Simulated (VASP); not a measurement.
Band structure of AlAs (space group P6_3mc). Calculation: modified Becke-Johnson potential (mBJ), VASP's PBE PAW potentials (set 64) (plane waves; VASP).

mBJ is a potential without an energy functional, so only the levels count.

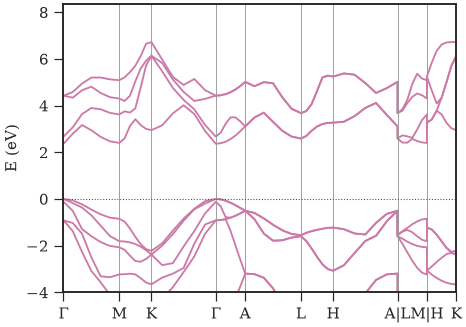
Bands along high-symmetry lines, zero at the valence-band maximum or, without a gap, the Fermi level

Task: Read the plot: is there a gap, and where are the band edges?

Result: The gap is direct, 2.36 eV, from the valence maximum at Γ to the conduction minimum at Γ.

The structure comes from a computed database's AlAs entry (P6_3mc); how it stands against other phases isn't given here. It was relaxed first. The cell's shape comes from a PBE relaxation.
